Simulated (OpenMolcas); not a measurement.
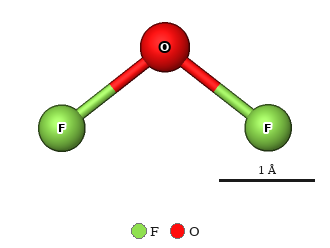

*The structure (ball-and-stick view, seen on its broad side).*

Bond lengths as drawn: F–O 1.38 Å.

**Single-point calculation, with input and output: OF₂ (charge +1)**

OF₂ (oxygen difluoride), charge +1, multiplicity 2, computed with HF/3-21G, UHF (OpenMolcas 26.06).

The geometry is that of the parent species in another charge or spin state. The geometry comes from this level: PBE0-D4/def2-TZVP.

**Input file**
```
* F2O Hartree-Fock

&GATEWAY
  BASLIB
  $CurrDir
  COORD
  input.xyz
  BASIS
  3-21G
  GROUP
  NoSym

&SEWARD

&SCF
  UHF
  CHARGE
  1
  SPIN
  2
  THRESHOLDS
  1e-10 1e-07 1e-07 1e-05
  PRORBITALS
  1 1
```

**File input.xyz**
```
3

F      0.953290    -0.339960     0.488270
O      0.000520     0.563910     0.062040
F     -0.953810    -0.223960    -0.550310
```

Hardware: 1 thread of Arm Neoverse V1, 24 GiB of memory available, shared host.

Launched with:
```bash
export MOLCAS_MEM=1860
pymolcas run.inp > run.log
```

**What the program printed**
```
--- Start Module: gateway ---

                                              &GATEWAY

                       available to each process: 1.9 GB of memory, 1 thread

 Basis Set     1 Label: F.3-21G
 Basis set is read from library:.
 basistype.tbl is not found

 Basis Set     2 Label: O.3-21G
 Basis set is read from library:.
 basistype.tbl is not found

 Basis Set     3 Label: F.3-21G
 Basis set is read from library:.
 basistype.tbl is not found

++    Symmetry information:
      ---------------------

                    Character Table for C1

                             E
                    a        1  x, y, xy, Rz, z, xz, Ry, yz, Rx, I
--

++    Basis set information:
      ----------------------

      Basis set label: F.3-21G.........

      Electronic valence basis set:
      ------------------
      Associated Effective Charge   9.000000 au
      Associated Actual Charge      9.000000 au
      Nuclear Model: Point charge

      Shell  nPrim  nBasis  Cartesian Spherical Contaminant
         s       6       3        X
         p       3       2        X

      Basis set label: O.3-21G.........

      Electronic valence basis set:
      ------------------
      Associated Effective Charge   8.000000 au
      Associated Actual Charge      8.000000 au
      Nuclear Model: Point charge

      Shell  nPrim  nBasis  Cartesian Spherical Contaminant
         s       6       3        X
         p       3       2        X

      Basis set label: F.3-21G.........

      Electronic valence basis set:
      ------------------
      Associated Effective Charge   9.000000 au
      Associated Actual Charge      9.000000 au
      Nuclear Model: Point charge

      Shell  nPrim  nBasis  Cartesian Spherical Contaminant
         s       6       3        X
         p       3       2        X
--

++    Molecular structure info:
      -------------------------

                    ************************************************
                    **** Cartesian Coordinates / bohr, angstrom ****
                    ************************************************

     Center  Label                x              y              z                     x              y              z
        1      F1               1.801457      -0.642431       0.922697              0.953290      -0.339960       0.488270
        2      O2               0.000983       1.065635       0.117239              0.000520       0.563910       0.062040
        3      F3              -1.802440      -0.423223      -1.039935             -0.953810      -0.223960      -0.550310

                    ***************************************
                    *    InterNuclear Distances / bohr    *
                    ***************************************

               1 F1            2 O2            3 F3
    1 F1       0.000000
    2 O2       2.609207        0.000000
    3 F3       4.109507        2.609230        0.000000

                    *******************************************
                    *    InterNuclear Distances / angstrom    *
                    *******************************************

               1 F1            2 O2            3 F3
    1 F1       0.000000
    2 O2       1.380733        0.000000
    3 F3       2.174657        1.380745        0.000000

                    **************************************
                    *    Valence Bond Angles / degree    *
                    **************************************
                          Atom centers                 Phi
                      1 F1       2 O2       3 F3       103.90
--

            Nuclear Potential Energy             74.89932631 au

--- Stop Module: gateway /rc=_RC_ALL_IS_WELL_ ---

--- Start Module: seward ---

                                              &SEWARD

                       available to each process: 1.9 GB of memory, 1 thread

               SEWARD will generate:
                  Multipole Moment integrals up to order  2
                  Kinetic Energy integrals
                  Nuclear Attraction integrals (point charge)
                  One-Electron Hamiltonian integrals
                  Velocity integrals
                  Orbital angular momentum around ( -0.0001  -0.0593  -0.0065 )
                  Velocity quadrupole around ( -0.0001  -0.0593  -0.0065 )
                  Two-Electron Repulsion integrals

                   Integrals are discarded if absolute value <: 1.00E-14
                   Integral cutoff threshold is set to       <: 1.00E-16

            Nuclear Potential Energy             74.89932631 au

      Basis set specifications :
      Symmetry species         a
      Basis functions           27

--- Stop Module: seward /rc=_RC_ALL_IS_WELL_ ---

--- Start Module: scf ---

                                                &SCF

                       available to each process: 1.9 GB of memory, 1 thread

++    Input section:
      --------------

      Header of the integral files:

      Cartesian coordinates in angstrom:
      -----------------------------------------------------
      No.  Label        X            Y            Z
      -----------------------------------------------------
       1   F1         0.95329000  -0.33996000   0.48827000
       2   O2         0.00052000   0.56391000   0.06204000
       3   F3        -0.95381000  -0.22396000  -0.55031000
      -----------------------------------------------------
      Nuclear repulsion energy =   74.89932631
--

++    Orbital specifications:
      -----------------------

      Symmetry species               1
                                     a
      Frozen orbitals                0
      Start temperature = 0.500
      End temperature   = 0.010
      Temperature Factor= 0.460
      Deleted orbitals               0
      Total number of orbitals      27
      Number of basis functions     27
--

      Molecular charge                           1.000

++    Optimization specifications:
      ----------------------------

      SCF Algorithm: Conventional USCF
      D(i)-D(i-1) density differences are used
      Number of density matrices in core                 5
      Maximum number of NDDO SCF iterations            400
      Maximum number of HF SCF iterations              400
      Threshold for SCF energy change             1.00E-10
      Threshold for density matrix                1.00E-07
      Threshold for Fock matrix                   1.00E-07
      Threshold for linear dependence             1.00E-09
      Threshold at which DIIS is turned on        1.50E-01
      Maximum depth in the DIIS procedure                5
      Maximum depth in the BFGS Hessian update          30
      Threshold at which QNR/C2DIIS is turned on  7.50E-02
      Threshold for Norm(delta) (QNR/C2DIIS)      1.00E-05
      All orbitals punched on: UHFORB
--

      Input vectors read from INPORB
      Orbital file label: *Guess orbitals

++ Convergence information
                               UHF SCF        iterations: Energy and convergence statistics

Iter     Tot. SCF        One-elec.       Two-elec.     Energy      Max Dij or  Max Fij      DNorm      TNorm      AccCon     Time
         Energy          Energy          Energy        Change      Delta Norm                                                in Sec.
   1  -269.093073155  -516.062471046   172.070071580   0.00E+00    6.22E-02*   4.08E-01*    6.35E+00   7.62E+01   None         0.
   2  -270.046208697  -516.850541331   171.905006322  -9.53E-01*   3.80E-01*   2.64E-01*    1.49E+00   7.60E+01   EDIIS        0.
   3  -270.460442227  -516.029255353   170.669486815  -4.14E-01*   4.35E-01*   3.47E-01*    1.77E+00   7.59E+01   EDIIS        0.
   4  -270.818793570  -517.610679314   171.892559433  -3.58E-01*   3.81E-01*   3.77E-01*    1.89E+00   7.60E+01   EDIIS        0.
   5  -271.409818619  -516.109142741   169.799997811  -5.91E-01*   4.70E-01*   2.19E-01*    1.29E+00   7.58E+01   EDIIS        0.
   6  -271.418636347  -517.142992987   170.825030329  -8.82E-03*   9.48E-02*   1.15E-01*    8.36E-01   7.59E+01   EDIIS        0.

       Fermi aufbau procedure completed!
      nOcc(alpha)=   13
      nOcc(beta) =   12

   7  -271.512512338  -516.640253121   170.228414472  -9.39E-02*   1.18E-01*   4.25E-02*    2.15E-01   7.58E+01   c2DIIS       0.
   8  -271.519312063  -516.716727253   170.298088879  -6.80E-03*   1.09E-01*   1.33E-02*    1.45E-01   7.59E+01   c2DIIS       0.
   9  -271.521208024  -516.727094629   170.306560293  -1.90E-03*   6.16E-02*   1.53E-01*    1.32E-01   7.59E+01   c2DIIS       0.
  10  -271.530408549  -516.859306616   170.429571756  -9.20E-03*   7.16E-02*   1.75E-02*    1.14E-01   7.59E+01   QNRc2DIIS    0.
  11  -271.531998251  -516.845784632   170.414460070  -1.59E-03*   1.37E-01*   1.32E-02*    8.32E-02   7.59E+01   QNRc2DIIS    0.
  12  -271.534210402  -516.802263883   170.368727169  -2.21E-03*   1.56E-01*   1.25E-02*    1.57E-01   7.59E+01   QNRc2DIIS    0.
  13  -271.535701868  -516.818181107   170.383152929  -1.49E-03*   1.16E-01*   1.14E-02*    1.85E-01   7.59E+01   QNRc2DIIS    0.
  14  -271.536453750  -516.840950029   170.405169968  -7.52E-04*   1.63E-01*   1.69E-02*    1.40E-01   7.59E+01   QNRc2DIIS    0.
  15  -271.538657751  -516.918707478   170.480723416  -2.20E-03*   6.22E-02*   4.29E-03*    1.78E-01   7.59E+01   QNRc2DIIS    0.
  16  -271.538963764  -516.923748375   170.485458299  -3.06E-04*   2.15E-02*   2.80E-03*    7.69E-02   7.59E+01   QNRc2DIIS    0.
  17  -271.539038249  -516.930695525   170.492330965  -7.45E-05*   3.72E-02*   1.43E-03*    2.70E-02   7.59E+01   QNRc2DIIS    0.
  18  -271.539068561  -516.935926454   170.497531581  -3.03E-05*   6.40E-03*   4.24E-04*    4.62E-02   7.60E+01   QNRc2DIIS    0.
  19  -271.539070724  -516.934460048   170.496063012  -2.16E-06*   2.16E-03*   2.93E-04*    7.95E-03   7.60E+01   QNRc2DIIS    0.
  20  -271.539071033  -516.934005833   170.495608489  -3.09E-07*   4.50E-03*   2.29E-04*    2.67E-03   7.59E+01   QNRc2DIIS    0.
  21  -271.539072008  -516.933370713   170.494972394  -9.75E-07*   1.43E-03*   8.91E-05*    5.34E-03   7.59E+01   QNRc2DIIS    0.
  22  -271.539072101  -516.934626936   170.496228523  -9.31E-08*   1.77E-04*   2.42E-05*    1.80E-03   7.60E+01   QNRc2DIIS    0.
  23  -271.539072105  -516.934470371   170.496071956  -3.47E-09*   5.61E-05*   6.88E-06*    2.45E-04   7.60E+01   QNRc2DIIS    0.
  24  -271.539072105  -516.934514130   170.496115714  -4.99E-10*   9.74E-06    2.23E-06*    6.99E-05   7.60E+01   QNRc2DIIS    0.
  25  -271.539072105  -516.934509817   170.496111401  -3.54E-11    6.71E-06    7.65E-07*    1.27E-05   7.60E+01   QNRc2DIIS    0.
  26  -271.539072105  -516.934514722   170.496116306  -6.71E-12    1.32E-06    3.28E-07*    8.73E-06   7.60E+01   QNRc2DIIS    0.
  27  -271.539072105  -516.934514716   170.496116299  -9.09E-13    9.10E-07    1.89E-07*    1.65E-06   7.60E+01   QNRc2DIIS    0.
  28  -271.539072105  -516.934514174   170.496115758  -1.14E-13    5.47E-07    6.97E-08     1.12E-06   7.60E+01   QNRc2DIIS    0.

       Convergence after  28 Iterations
--

 *****************************************************************************************************************************
 *                                             SCF/KS-DFT Program, Final results                                             *
 *                                                       Final Results                                                       *
 *****************************************************************************************************************************

::    Total SCF energy                               -271.5390721052
      One-electron energy                            -516.9345141739
      Two-electron energy                             170.4961157575
      Nuclear repulsion energy                         74.8993263112
      Kinetic energy (interpolated)                   270.4389980041
      Virial theorem                                    1.0040677347
      Total spin, S(S+1)                                1.1581552249
      Total spin, S                                     0.6866571640
      Max non-diagonal density matrix element           0.0000003921
      Max non-diagonal Fock matrix element              0.0000001161

      All orbitals with orbital energies smaller than  E(LUMO)+0.5 are printed

++    Molecular orbitals:
      -------------------

      Title: UHF orbitals (alpha)

      Molecular orbitals for symmetry species 1: a

          Orbital            1         2         3         4         5         6         7         8         9        10
          Energy          -26.7000  -26.6999  -21.2700   -2.2289   -2.0135   -1.7509   -1.3301   -1.2590   -1.2200   -1.1092
          Occ. No.          1.0000    1.0000    1.0000    1.0000    1.0000    1.0000    1.0000    1.0000    1.0000    1.0000

          Orbital           11        12        13        14        15
          Energy           -1.0664   -1.0627   -1.0507   -0.2317   -0.2059
          Occ. No.          1.0000    1.0000    1.0000    0.0000    0.0000

--

      All orbitals with orbital energies smaller than  E(LUMO)+0.5 are printed

++    Molecular orbitals:
      -------------------

      Title: UHF orbitals (beta)

      Molecular orbitals for symmetry species 1: a

          Orbital            1         2         3         4         5         6         7         8         9        10
          Energy          -26.7112  -26.7111  -21.1897   -2.1658   -2.0519   -1.6082   -1.2217   -1.1858   -1.1366   -1.0809
          Occ. No.          1.0000    1.0000    1.0000    1.0000    1.0000    1.0000    1.0000    1.0000    1.0000    1.0000

          Orbital           11        12        13        14        15
          Energy           -1.0722   -1.0461   -0.3614   -0.2374   -0.1903
          Occ. No.          1.0000    1.0000    0.0000    0.0000    0.0000

--

++    Molecular charges:
      ------------------

      Mulliken charges per centre and basis function type
      ---------------------------------------------------

                            F1                      O2                      F3
                     alpha        beta       alpha        beta       alpha        beta
      1s           2.0135      1.9925      1.9795      1.9482      2.0135      1.9925
      2px          0.6453      0.8159      0.7856      0.2456      0.6440      0.8155
      2pz          0.9299      0.9231      0.9369      0.1503      0.8493      0.8928
      2py          0.6292      0.8689      0.8624      0.4552      0.7110      0.8996
      Total        4.2178      4.6003      4.5644      2.7993      4.2178      4.6003
      Total              8.8181                  7.3637                  8.8181

      Charge            0.1819                  0.6363                  0.1819

      Total electronic charge=   25.000000

      Total            charge=    1.000000
--

++    Molecular orbitals:
      -------------------

      Title: Natural orbitals

      Molecular orbitals for symmetry species 1: a

          Orbital            1         2         3         4         5         6         7         8         9        10
          Energy          -26.5175  -26.6819  -20.8874   -1.1436   -1.9965   -1.0950   -1.9949   -1.6996   -1.7970   -1.1654
          Occ. No.          2.0000    2.0000    2.0000    2.0000    2.0000    2.0000    2.0000    1.9999    1.9997    1.9994

          Orbital           11        12        13        14        15        16        17        18        19        20
          Energy           -1.1569   -1.1334   -0.7563   -0.2664   -0.2231    1.2043    1.7864    1.7683    1.5234    1.7826
          Occ. No.          1.9023    1.8831    1.0000    0.1169    0.0977    0.0006    0.0003    0.0001    0.0000    0.0000

          Orbital           21        22        23        24        25        26        27
          Energy            3.3775    2.2004    2.8679    2.0394    1.7460    1.8507    1.9235
          Occ. No.          0.0000    0.0000    0.0000    0.0000    0.0000    0.0000    0.0000

--

++    Molecular properties:
      ---------------------

      Charge (e):
                      =    1.0000
      Dipole Moment (debye):
      Origin of the operator (angstrom)=   -0.0000   -0.0314   -0.0035
                   X=  7.7890E-04               Y=  8.3814E-01               Z=  9.2213E-02           Total=  8.4320E-01
      Center of Charge (angstrom)
                     X=    0.00013324               Y=    0.14312277               Z=    0.01574698
      Quadrupole Moment (debye*angstrom):
      Origin of the operator (angstrom)=   -0.0000   -0.0314   -0.0035
                  XX= -1.0640E+01              XY= -1.1502E-01              XZ=  1.0348E+00              YY= -1.1963E+01
                  YZ= -1.7304E-04              ZZ= -1.1970E+01
      In traceless form (debye*angstrom)
                  XX=  1.3262E+00              XY= -1.7254E-01              XZ=  1.5523E+00              YY= -6.5784E-01
                  YZ= -2.5956E-04              ZZ= -6.6834E-01
--

--- Stop Module: scf /rc=_RC_ALL_IS_WELL_ ---
--- Module scf spent 1 second ---

.##################.
.# Happy landing! #.
.##################.

    Timing: Wall=1.92 User=1.46 System=0.45
```

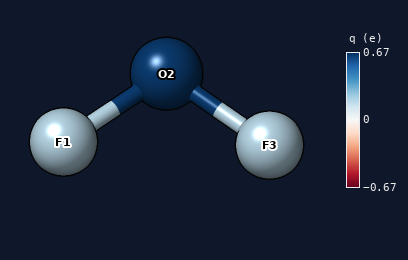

*Mulliken charges, as the colour of each atom (ball-and-stick view, seen at a tilt; atoms are numbered from 1 in the order of the input).*

By element: F +0.18 and O +0.64 e.

**Key numbers**

- outcome: converged
- total energy: −271.539072 hartree
- basis functions: 27
- ⟨S²⟩: 1.158
- wall time: 2.2 s
- peak memory: 0.37 GiB

Further notes kept with the run: spin contamination. ⟨S²⟩ is 1.16 against 0.75 for a pure state: the solution is spin-contaminated.
